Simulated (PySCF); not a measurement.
# CH$_{4}$BrClSi, SMILES `Cl[SiH2]CBr`: electronic structure

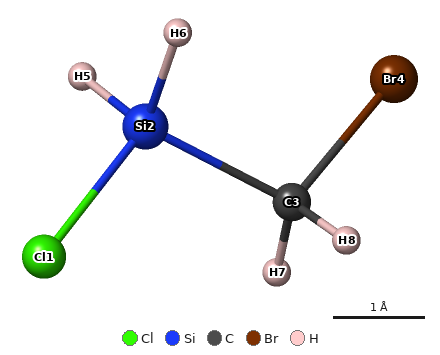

The molecule, with its atoms numbered as below. No frequency check shows the geometry to be a minimum.

Geometry (Å), atoms numbered from 1:

```
Cl1     -2.9678   -0.2547    0.0007
Si2     -1.1543    0.6167   -0.0009
C3       0.1443   -0.7842   -0.0020
Br4      1.9284    0.0119    0.0003
H5      -0.9719    1.4096   -1.2099
H6      -0.9703    1.4099    1.2109
H7       0.0956   -1.4177   -0.8830
H8       0.0968   -1.4175    0.8833
```

Part 1: Excited states

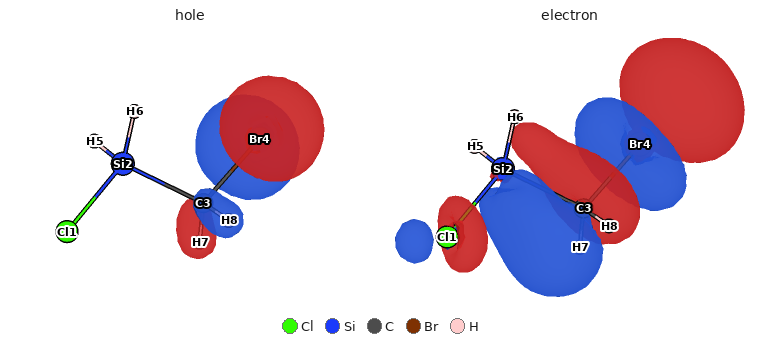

Leading natural transition orbital pair of S₂ (TDA singlet states); the surfaces enclose about 78 % of each orbital's density.

Level of theory: PBE0/def2-SVPD (PySCF), at a geometry from GFN2-xTB.

Question: Give its energy and the atoms that hole and electron lie on.

Answer: 6.02 eV (206 nm), f = 0.002 (very weak), partly diffuse acceptor orbital; the leading pair carries 100 %; hole on Br4 (88 %) and C3 (6 %), electron on Br4 (52 %), C3 (26 %) and Si2 (8 %) (atom shares of so diffuse an orbital are rough); their centroids lie 0.7 Å apart. In canonical orbitals it is mainly HOMO−1 → LUMO (96 %). The HOMO–LUMO gap is 7.30 eV.

Part 2: Removing or adding an electron

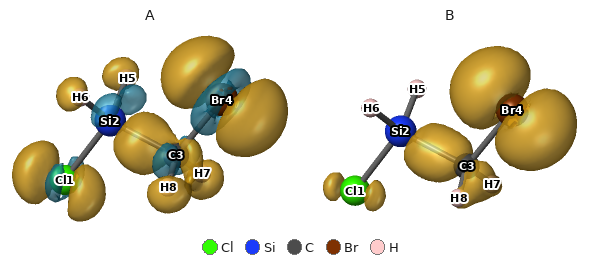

The Fukui function f⁻ from two separate SCF calculations and the density of the HOMO, at ±0.02 e/Å³ (yellow positive, teal negative).

Level of theory: B3LYP/def2-SVPD (PySCF), at a geometry from GFN2-xTB.

Question: Which panel is which, and how good is the frozen-orbital picture?

Answer: A is f⁻ (it has negative regions), B the HOMO density. The HOMO lies on Br4 (73 %), C3 (11 %) and Si2 (7 %); f⁻ (Hirshfeld-condensed) is largest on Br4 (0.48); the vertical ionisation energy is 10.13 eV (the stability of the cation's solution wasn't checked). Relaxation shifts 29 % of the electron between atoms. The orbital energy is −7.77 eV.

Part 3: Stretching a bond

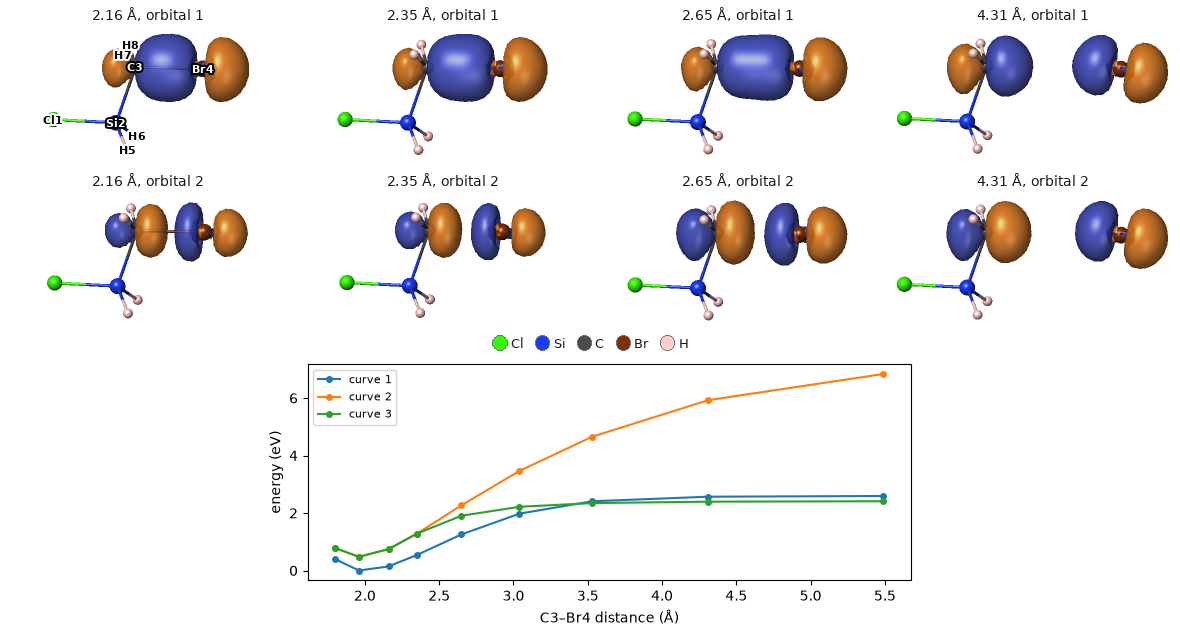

Rigid stretch of the C3–Br4 bond. The two CASSCF(2,2) natural orbitals nearest half filling (orbital 1 the more occupied). Below: energies along the scan, from the lowest point of the three curves.

Level of theory: def2-SVP basis (PySCF), at a geometry from GFN2-xTB.

Question: How do the occupations change along the stretch?

Answer: 2.16 Å: 1.94 and 0.06; 2.35 Å: 1.91 and 0.09; 2.65 Å: 1.82 and 0.18; 4.31 Å: 1.11 and 0.89. At the longest distance computed (5.49 Å) they are 1.01 and 0.99, and the effective number of unpaired electrons is 2.0.

Question: Which curve is which method?

Answer: Curve 1 is CASSCF(2,2). Curve 2 is RHF. Curve 3 is UHF. RHF rises too steeply because it keeps both electrons in one orbital and so mixes in ionic fragments.

Question: Where does the UHF solution part from RHF?

Answer: Between 2.35 Å (⟨S²⟩ = 0, the two coincide) and 2.65 Å (⟨S²⟩ = 0.60); at 5.49 Å ⟨S²⟩ is 1.01 and UHF lies 4.4 eV below RHF.

Question: How much energy does the stretch cost?

Answer: By CASSCF, 2.6 eV from the lowest point of the scan (1.96 Å) to 5.49 Å; RHF gives 6.4 eV from its own lowest point. The fragments aren't relaxed and dynamic correlation is missing, so this isn't a bond dissociation energy.

The PySCF runs shown took 5.3 min, 2.4 min and 11 min on 1 thread of Intel(R) Xeon(R) Processor @ 2.50GHz (Skylake/Cascade Lake), with other jobs on the host.
